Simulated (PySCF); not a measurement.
## Electronic structure of Ge2 (charge +1, quartet) in real space

```xyz
2

Ge    0.0000    0.0000   -1.2085
Ge    0.0000    0.0000    1.2085
```

Computed with PySCF, PBE0/def2-TZVPPD, non-relativistic Hamiltonian with scalar-relativistic core potentials where named, at a bond length of 2.417 Å.

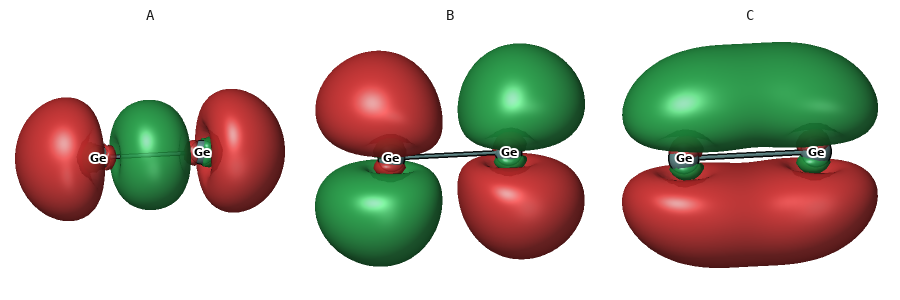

Figure 1. Three frontier α-spin orbitals, each drawn at the value that holds 80 % of its norm (green and red are the two phases), in no order; of a degenerate pair one member is drawn.

Name the orbitals and rank them from lowest to highest energy.

Orbital A: σg, occupied in this spin, −12.96 eV; with no node between the nuclei.
Orbital C: πu, occupied in this spin, −12.37 eV; with no node between the nuclei, bonding.
Orbital B: πg, empty in this spin, −8.34 eV; antibonding, with a node between the atoms.

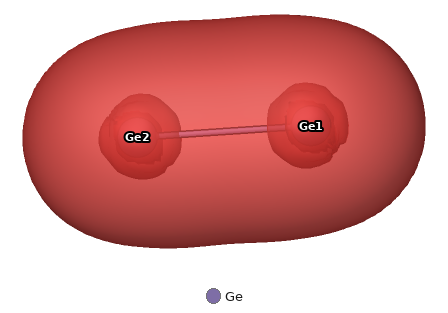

Figure 2. Isosurface of the spin density (α minus β) at +0.03 e/Å³ (red), seen from one side.

Which atoms carry the spin?

The unpaired spin (3 electrons) lies mostly on Ge1 (about 1.5) and Ge2 (about 1.5), in electrons by Hirshfeld's partition.

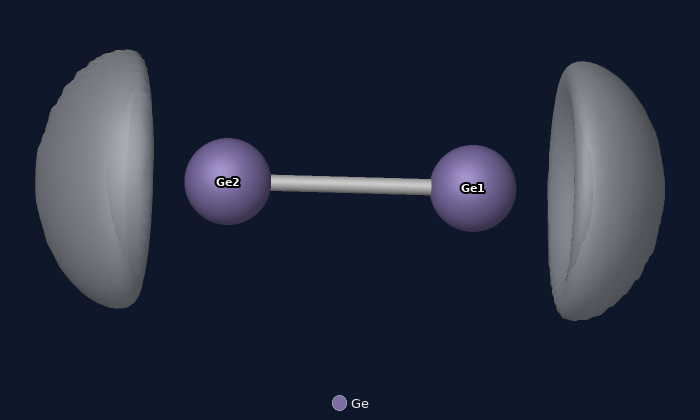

Figure 3. Isosurface of the ELF at 0.8 (grey), seen from one side. Only the valence region is drawn (cores and ρ < 0.01 e/Å³ removed).

Describe the localisation domains.

At this value the surface marks out two lobes on Ge, pointing away from the bonds (non-bonding electrons). Profiles from the grid: Ge–Ge (2.42 Å): the ELF peaks at about 0.65 between the atoms.

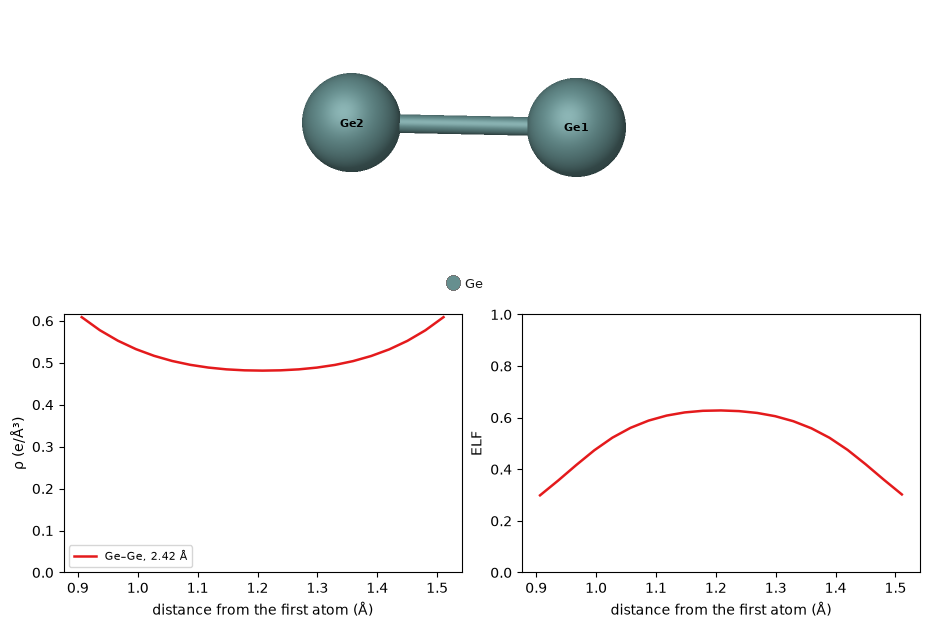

Figure 4. Total electron density and ELF along straight lines between neighbouring atoms. The curves leave out the atomic cores. The structure is drawn too.

What can be read from the curves?

Ge–Ge (2.42 Å): ρ at the midpoint is about 0.48 e/Å³; the ELF peaks at about 0.65 between the atoms.
